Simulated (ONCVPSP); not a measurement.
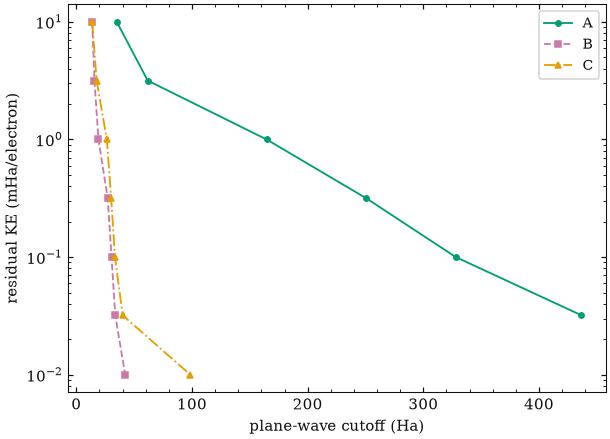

The residual kinetic energy of the 5p wave for 3 variants of one potential.

Base settings:

Input of ONCVPSP 4.0.1:

```
# ATOM AND REFERENCE CONFIGURATION
# atsym  z   nc   nv     iexc    psfile
  Pb 82.00   10    5  -116133      upf
#
#   n    l    f
    1    0    2.00
    2    0    2.00
    2    1    6.00
    3    0    2.00
    3    1    6.00
    3    2   10.00
    4    0    2.00
    4    1    6.00
    4    2   10.00
    4    3   14.00
    5    0    2.00
    5    1    6.00
    5    2   10.00
    6    0    1.50
    6    1    2.50
#
# PSEUDOPOTENTIAL AND OPTIMIZATION
# lmax
    2
#
#   l,   rc,      ep,       ncon, nbas, qcut
    0    1.45    0.00    4    8    6.70
    1    1.40    0.00    3    8    8.50
    2    1.75    0.00    4    8   10.40
#
# LOCAL POTENTIAL
# lloc, lpopt,  rc(5),   dvloc0
    4    5    1.10    6.00
#
# VANDERBILT-KLEINMAN-BYLANDER PROJECTORs
# l, nproj, debl
    0    2    3.10
    1    2    0.80
    2    2    2.70
#
# MODEL CORE CHARGE
# icmod, fcfact, rcfact
    2    0.55    1.15
#
# LOG DERIVATIVE ANALYSIS
# epsh1, epsh2, depsh
   -7.00    5.00    0.04
#
# OUTPUT GRID
# rlmax, drl
    6.00    0.01
#
# TEST CONFIGURATIONS
# ncnf
    4
# nvcnf
#   n    l    f
    5
    5    0    2.00
    5    1    6.00
    5    2   10.00
    6    0    2.00
    6    1    2.00
#
    5
    5    0    2.00
    5    1    6.00
    5    2   10.00
    6    0    2.00
    6    1    1.00
#
    5
    5    0    2.00
    5    1    6.00
    5    2   10.00
    6    0    2.00
    6    1    0.00
#
    5
    5    0    2.00
    5    1    6.00
    5    2    9.00
    6    0    2.00
    6    1    3.00
#
```

Launched with:
```bash
oncvpsp.x < Pb.dat > Pb.out
```

Functional and relativity: PBEsol, scalar-relativistic.

Q: Match the curves to these variants:
1. base
2. p: rc 0.92; local potential polynomial inside 0.92 bohr (lpopt 5, dvloc0 6 Ha)
3. p: ncon 4, nbas 9

A: A = 2, B = 1, C = 3.
